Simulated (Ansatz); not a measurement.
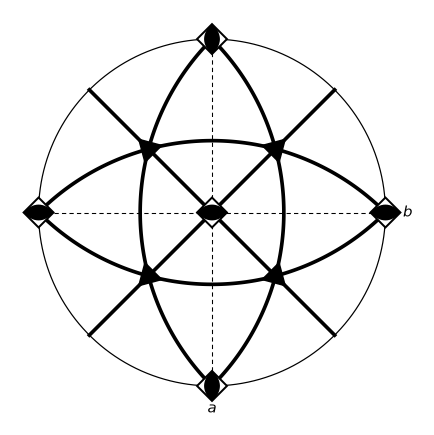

Stereographic projection: heavy lines are mirror planes (a heavy rim: a mirror in the plane of the page); lens, triangle, square and hexagon are 2-, 3-, 4- and 6-fold axes, a lens in an open square is −4, a triangle in an open hexagon −6; thin dashed diameters join the ends of axes that lie in the page; a small open circle marks inversion. The c axis points at the viewer. Computed from the symmetry operations of a computed or model structure of composition GaSb.

**Name the crystal class.**

-43m (Td), order 24, cubic system: three −4 axes, four threefold axes, six mirror planes.

**Which physical properties does it allow?**

It is not centrosymmetric; not polar, but piezoelectricity is allowed; it is not chiral.
